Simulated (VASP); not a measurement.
Band structure of Hg₂SeS (space group P-4m2). These are LDA (Ceperley-Alder, Perdew-Zunger), VASP's LDA PAW potentials (set 64) (plane waves; VASP 6.6.1) values and carry that method's errors.

Unless said otherwise, spin-orbit coupling is left out, though it shifts the bands of the heavy elements here.

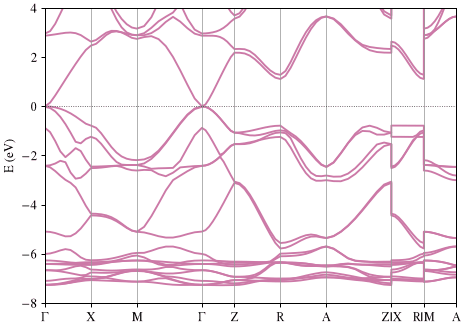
Bands along high-symmetry lines, zero at the valence-band maximum or, without a gap, the Fermi level

### Question
Read the plot: is there a gap, and where are the band edges?

### Answer
It has no gap at this level: it comes out as a metal or semimetal. (Edges off the drawn lines would not show.)

The structure comes from a computed database's Hg2SeS entry (P-4m2); how it stands against other phases isn't given here. It was relaxed first, which changed the volume by -5 %.
